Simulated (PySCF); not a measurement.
# [DyCl4]−: other functionals and bases at one geometry

How far do other levels of theory move the description of [DyCl4]−, and what does each cost? It is a constructed species; whether it can be made isn't addressed.

Method: several levels, as the steps say, no spin–orbit coupling; program: PySCF 2.14.0.

4 further runs of the same task are left out: 2 for a known fault of the program, 2 that didn't finish.

### Step 1. Where the work starts

5 atoms, charge -1, spin multiplicity 1.

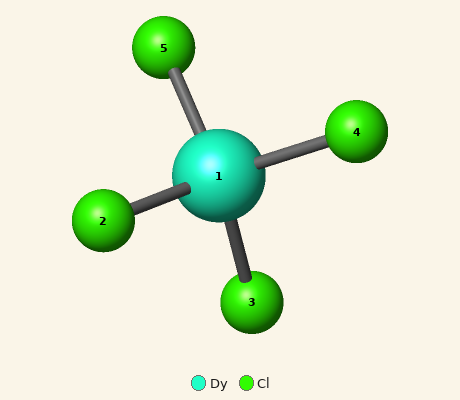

The structure; dysprosium teal, chlorine green; atoms are numbered from 1 in the order of the file.

As a file:

```
Dy    0.00000    0.00000    0.00000
Cl    1.46671    1.46671    1.46671
Cl   -1.46671   -1.46671    1.46671
Cl    1.46671   -1.46671   -1.46671
Cl   -1.46671    1.46671   -1.46671
```

Formal oxidation states: Dy +3. Each metal's 9 4f electrons lie in its core potential, so multiplicities, spins and levels count the valence alone. An earlier session relaxed this geometry at BP86, Dy lcecp-1-SVP with ECP55, Cl def2-SVP (singlet, point group Td).

At BP86 on the finer grid: E = -1877.995434 Eh, HOMO -3.14 eV, LUMO 2.96 eV, Mulliken charge on Dy1 +0.53 e, largest force component 0.001 eV/Å. 

Levels to run: PBE0; revPBE; CAM-B3LYP; TPSS; BP86, TZVP. Hardware: 2 threads of AMD EPYC, shared host.

### Step 2. PBE0

run.py (the lines that set the calculation)

```python
mol = gto.M(atom='''
Dy     0.00000     0.00000     0.00000
Cl     1.46671     1.46671     1.46671
Cl    -1.46671    -1.46671     1.46671
Cl     1.46671    -1.46671    -1.46671
Cl    -1.46671     1.46671    -1.46671''',
    basis={'Dy': 'lcecp-1-SVP', 'Cl': 'def2-SVP'},
    ecp={'Dy': 'lcecp-1-SVP'},
    charge=-1, spin=0)
mf = dft.RKS(mol, xc='PBE0')
mf.grids.atom_grid = (75, 302)  # f atoms: unpruned, at least (60, 302)
mf = mf.density_fit()  # fitting sets: Dy AutoAux, Cl def2-universal-JKFIT
mf.conv_tol = 1e-08; mf.max_cycle = 55
mf.kernel(dm0)  # dm0: the density of the relaxed state
```

On the command line:

```sh
$ OMP_NUM_THREADS=2 python run.py
```

Standard output:

```text
init E= -1877.15291209218
  HOMO = -0.164702945186194  LUMO = 0.127733082597881  gap/eV = 7.95759
cycle= 1 E= -1877.15570615268  delta_E= -0.00279  |g|= 0.0527  |ddm|= 0.254
  HOMO = -0.164342157289435  LUMO = 0.124172639241531  gap/eV = 7.85089
cycle= 2 E= -1877.15492593565  delta_E= 0.00078  |g|= 0.0715  |ddm|= 0.179
  HOMO = -0.165721992150472  LUMO = 0.126118489293597  gap/eV = 7.94138
cycle= 3 E= -1877.15661433036  delta_E= -0.00169  |g|= 0.00254  |ddm|= 0.102
  HOMO = -0.165314637702216  LUMO = 0.126279421580439  gap/eV = 7.93468
cycle= 4 E= -1877.15661578855  delta_E= -1.46e-06  |g|= 0.000631  |ddm|= 0.00348
  HOMO = -0.165358639392224  LUMO = 0.126260798206566  gap/eV = 7.93537
cycle= 5 E= -1877.15661591498  delta_E= -1.26e-07  |g|= 0.000112  |ddm|= 0.000992
  HOMO = -0.165345543577407  LUMO = 0.126266706612978  gap/eV = 7.93517
cycle= 6 E= -1877.15661591838  delta_E= -3.4e-09  |g|= 1.52e-05  |ddm|= 0.000163
  HOMO = -0.165348477609933  LUMO = 0.126265585244581  gap/eV = 7.93522
Extra cycle  E= -1877.15661591843  delta_E= -5.05e-11  |g|= 9.63e-06  |ddm|= 2.64e-05
converged SCF energy = -1877.15661591843
```

Wall time 13 s (2 threads of AMD EPYC, shared host).

Read off: E = -1877.156616 Eh, HOMO -4.50 eV, LUMO 3.44 eV, Mulliken charge on Dy1 +0.74 e, largest force component 0.059 eV/Å. 

### Step 3. revPBE

run.py (the lines that set the calculation), as its differences from that of step 2:

```diff
@@ -9,3 +9,3 @@
     charge=-1, spin=0)
-mf = dft.RKS(mol, xc='PBE0')
+mf = dft.RKS(mol, xc='PBE_R,PBE')
 mf.grids.atom_grid = (75, 302)  # f atoms: unpruned, at least (60, 302)
```

On the command line:

```sh
$ OMP_NUM_THREADS=2 python run.py
```

Standard output:

```text
init E= -1877.45029356858
  HOMO = -0.110685533657322  LUMO = 0.109590918346866  gap/eV = 5.99403
cycle= 1 E= -1877.45058155066  delta_E= -0.000288  |g|= 0.00966  |ddm|= 0.0966
  HOMO = -0.110697210812759  LUMO = 0.108811961253195  gap/eV = 5.97315
cycle= 2 E= -1877.45049963493  delta_E= 8.19e-05  |g|= 0.0183  |ddm|= 0.035
  HOMO = -0.110942654486449  LUMO = 0.109194749678158  gap/eV = 5.99024
cycle= 3 E= -1877.45061327109  delta_E= -0.000114  |g|= 0.00111  |ddm|= 0.0253
  HOMO = -0.110818032643418  LUMO = 0.10924445568721  gap/eV = 5.98821
cycle= 4 E= -1877.45061356245  delta_E= -2.91e-07  |g|= 0.00032  |ddm|= 0.00175
  HOMO = -0.110846762084256  LUMO = 0.109238158893306  gap/eV = 5.98882
cycle= 5 E= -1877.45061358947  delta_E= -2.7e-08  |g|= 2.57e-05  |ddm|= 0.00037
  HOMO = -0.110843094340587  LUMO = 0.109239780103797  gap/eV = 5.98876
cycle= 6 E= -1877.45061358964  delta_E= -1.72e-10  |g|= 6.54e-06  |ddm|= 5.19e-05
  HOMO = -0.1108430092836  LUMO = 0.109239292011125  gap/eV = 5.98874
Extra cycle  E= -1877.45061358958  delta_E= 5.28e-11  |g|= 1.34e-05  |ddm|= 2.89e-05
converged SCF energy = -1877.45061358958
```

Run time: 13 s. Hardware: 2 threads of AMD EPYC, shared host.

It gives: E = -1877.450614 Eh, HOMO -3.02 eV, LUMO 2.97 eV, Mulliken charge on Dy1 +0.60 e, largest force component 0.076 eV/Å. 

### Step 4. CAM-B3LYP

run.py (the lines that set the calculation), as its differences from that of step 3:

```diff
@@ -9,3 +9,3 @@
     charge=-1, spin=0)
-mf = dft.RKS(mol, xc='PBE_R,PBE')
+mf = dft.RKS(mol, xc='CAMB3LYP')
 mf.grids.atom_grid = (75, 302)  # f atoms: unpruned, at least (60, 302)
```

On the command line:

```sh
$ OMP_NUM_THREADS=2 python run.py
```

Standard output:

```text
init E= -1877.78217112049
  HOMO = -0.211933663529298  LUMO = 0.15139944661659  gap/eV = 9.88680
cycle= 1 E= -1877.78671112036  delta_E= -0.00454  |g|= 0.0661  |ddm|= 0.275
  HOMO = -0.208746767319044  LUMO = 0.147407710934989  gap/eV = 9.69146
cycle= 2 E= -1877.78682023406  delta_E= -0.000109  |g|= 0.0622  |ddm|= 0.185
  HOMO = -0.21152028993349  LUMO = 0.149083633686665  gap/eV = 9.81253
cycle= 3 E= -1877.78799921047  delta_E= -0.00118  |g|= 0.00323  |ddm|= 0.088
  HOMO = -0.211479646134079  LUMO = 0.149027616223432  gap/eV = 9.80990
cycle= 4 E= -1877.78800281969  delta_E= -3.61e-06  |g|= 0.000525  |ddm|= 0.00542
  HOMO = -0.211451532673127  LUMO = 0.149038232310833  gap/eV = 9.80943
cycle= 5 E= -1877.78800292629  delta_E= -1.07e-07  |g|= 9.08e-05  |ddm|= 0.00117
  HOMO = -0.211464580433743  LUMO = 0.149033128449172  gap/eV = 9.80964
cycle= 6 E= -1877.78800293058  delta_E= -4.29e-09  |g|= 2.59e-05  |ddm|= 0.000231
  HOMO = -0.211459050721003  LUMO = 0.149036072101254  gap/eV = 9.80957
Extra cycle  E= -1877.78800293091  delta_E= -3.28e-10  |g|= 1.29e-05  |ddm|= 6.4e-05
converged SCF energy = -1877.78800293091
```

Wall time 19 s (2 threads of AMD EPYC, shared host).

Result: E = -1877.788003 Eh, HOMO -5.75 eV, LUMO 4.06 eV, Mulliken charge on Dy1 +0.66 e, largest force component 0.039 eV/Å. 

### Step 5. TPSS

run.py (the lines that set the calculation), as its differences from that of step 4:

```diff
@@ -9,3 +9,3 @@
     charge=-1, spin=0)
-mf = dft.RKS(mol, xc='CAMB3LYP')
+mf = dft.RKS(mol, xc='TPSS')
 mf.grids.atom_grid = (75, 302)  # f atoms: unpruned, at least (60, 302)
```

On the command line:

```sh
$ OMP_NUM_THREADS=2 python run.py
```

Standard output:

```text
init E= -1877.85133940352
  HOMO = -0.1183363032157  LUMO = 0.114291950140853  gap/eV = 6.33014
cycle= 1 E= -1877.85203006022  delta_E= -0.000691  |g|= 0.0385  |ddm|= 0.202
  HOMO = -0.118168088833829  LUMO = 0.107637621608865  gap/eV = 6.14449
cycle= 2 E= -1877.85058911566  delta_E= 0.00144  |g|= 0.0762  |ddm|= 0.161
  HOMO = -0.119179333328015  LUMO = 0.113175253943303  gap/eV = 6.32269
cycle= 3 E= -1877.85257977298  delta_E= -0.00199  |g|= 0.00267  |ddm|= 0.103
  HOMO = -0.118776866782336  LUMO = 0.113359446028462  gap/eV = 6.31675
cycle= 4 E= -1877.85258183716  delta_E= -2.06e-06  |g|= 0.000344  |ddm|= 0.0042
  HOMO = -0.118786916559786  LUMO = 0.11336679207216  gap/eV = 6.31722
cycle= 5 E= -1877.85258187223  delta_E= -3.51e-08  |g|= 8.87e-05  |ddm|= 0.000536
  HOMO = -0.118782251689166  LUMO = 0.113369129951496  gap/eV = 6.31716
cycle= 6 E= -1877.85258187446  delta_E= -2.23e-09  |g|= 7.24e-06  |ddm|= 0.000109
  HOMO = -0.118782102487643  LUMO = 0.11336861946148  gap/eV = 6.31714
Extra cycle  E= -1877.85258187441  delta_E= 5.46e-11  |g|= 1.37e-05  |ddm|= 2.74e-05
converged SCF energy = -1877.85258187441
```

Wall time 17 s (2 threads of AMD EPYC, shared host).

Result: E = -1877.852582 Eh, HOMO -3.23 eV, LUMO 3.08 eV, Mulliken charge on Dy1 +0.70 e, largest force component 0.035 eV/Å. 

### Step 6. BP86, TZVP

Basis: Dy lcecp-1-TZVP with ECP55, Cl def2-TZVP. 

run.py (the lines that set the calculation)

```python
mol = gto.M(atom='''
Dy     0.00000     0.00000     0.00000
Cl     1.46671     1.46671     1.46671
Cl    -1.46671    -1.46671     1.46671
Cl     1.46671    -1.46671    -1.46671
Cl    -1.46671     1.46671    -1.46671''',
    basis={'Dy': 'lcecp-1-TZVP', 'Cl': 'def2-TZVP'},
    ecp={'Dy': 'lcecp-1-TZVP'},
    charge=-1, spin=0)
mf = dft.RKS(mol, xc='B88,P86')
mf.grids.atom_grid = (75, 302)  # f atoms: unpruned, at least (60, 302)
mf = mf.density_fit()  # fitting sets: Dy AutoAux, Cl def2-universal-JKFIT
mf.conv_tol = 1e-08; mf.max_cycle = 55
mf.kernel(dm0)  # dm0: free metal ions and neutral atoms
```

On the command line:

```sh
$ OMP_NUM_THREADS=2 python run.py
```

Standard output:

```text
init E= -1908.80258288149
  HOMO = -0.0547796483253615  LUMO = 0.109417742463599  gap/eV = 4.46804
cycle= 1 E= -1877.83580218082  delta_E=   31  |g|= 3.04  |ddm|= 2.63
  HOMO = -0.276372500757349  LUMO = 0.103754935284654  gap/eV = 10.34379
cycle= 2 E= -1877.30905842179  delta_E= 0.527  |g|= 2.71  |ddm|= 3.44
  HOMO = -0.109673193108338  LUMO = 0.050921619672999  gap/eV = 4.37001
cycle= 3 E= -1878.36933009033  delta_E= -1.06  |g|= 0.947  |ddm|= 2.71
  HOMO = -0.115687531064625  LUMO = 0.11385690503482  gap/eV = 6.24622
cycle= 4 E= -1878.60956149879  delta_E= -0.24  |g|= 0.211  |ddm|= 0.969
  HOMO = -0.134171038387198  LUMO = 0.0852296801307068  gap/eV = 5.97020
cycle= 5 E= -1878.62472463352  delta_E= -0.0152  |g|= 0.0652  |ddm|= 0.328
  HOMO = -0.127479964693786  LUMO = 0.0940517730836786  gap/eV = 6.02819
cycle= 6 E= -1878.62599278988  delta_E= -0.00127  |g|= 0.0156  |ddm|= 0.068
  HOMO = -0.128031452719772  LUMO = 0.095234509789397  gap/eV = 6.07538
cycle= 7 E= -1878.62606436876  delta_E= -7.16e-05  |g|= 0.0017  |ddm|= 0.0157
  HOMO = -0.128175942514964  LUMO = 0.095172528695571  gap/eV = 6.07762
cycle= 8 E= -1878.62606515971  delta_E= -7.91e-07  |g|= 0.000216  |ddm|= 0.00202
  HOMO = -0.128184573003959  LUMO = 0.0951587228442513  gap/eV = 6.07748
cycle= 9 E= -1878.62606517428  delta_E= -1.46e-08  |g|= 7.3e-06  |ddm|= 0.000248
  HOMO = -0.128184037914325  LUMO = 0.0951597944312435  gap/eV = 6.07750
cycle= 10 E= -1878.62606517429  delta_E= -9.09e-12  |g|= 7.06e-07  |ddm|= 9.3e-06
  HOMO = -0.128184110295199  LUMO = 0.0951597682363228  gap/eV = 6.07750
Extra cycle  E= -1878.6260651743  delta_E= -1.14e-11  |g|= 1.03e-06  |ddm|= 1.4e-06
converged SCF energy = -1878.6260651743
```

Run time: 39 s. Hardware: 2 threads of AMD EPYC, shared host.

Result: E = -1878.626065 Eh, HOMO -3.49 eV, LUMO 2.59 eV, Mulliken charge on Dy1 +1.17 e, largest force component 0.029 eV/Å. 

### Step 7. Results

| level | state | HOMO (eV) | gap (eV) | charge on Dy1 (e) | dipole (D) | largest force (eV/Å) | basis functions | time |
| --- | --- | --- | --- | --- | --- | --- | --- | --- |
| BP86 (relaxed here) | singlet | -3.14 | 6.10 | 0.53 | 0.00 | 0.00 | 105 | 28 s |
| PBE0 | singlet | -4.50 | 7.94 | 0.74 | 0.00 | 0.06 | 105 | 13 s |
| revPBE | singlet | -3.02 | 5.99 | 0.60 | 0.00 | 0.08 | 105 | 13 s |
| CAM-B3LYP | singlet | -5.75 | 9.81 | 0.66 | 0.00 | 0.04 | 105 | 19 s |
| TPSS | singlet | -3.23 | 6.32 | 0.70 | 0.00 | 0.04 | 105 | 17 s |
| BP86, TZVP | singlet | -3.49 | 6.08 | 1.17 | 0.00 | 0.03 | 195 | 39 s |

Times are on 2 threads of AMD EPYC, shared host; the first row also made further properties. The dipole of a charged species depends on the origin, so these sizes hold for this origin alone.

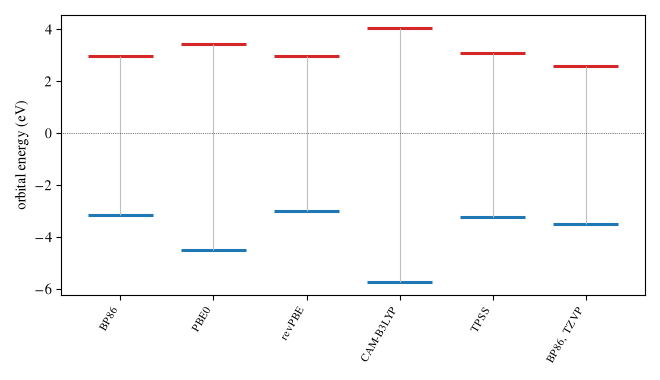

Highest filled and lowest empty level, method by method.

In one basis the HOMO–LUMO gap runs from 5.99 eV (revPBE) to 9.81 eV (CAM-B3LYP). The largest leftover force, 0.08 eV/Å with revPBE, stands at a geometry relaxed at another level. The Mulliken charge on Dy spans +0.53 to +1.17 e over the levels. With 4f in the core, its levels are missing from HOMO and gap. Total energies of different levels can't be compared. Spin–orbit coupling is left out throughout.
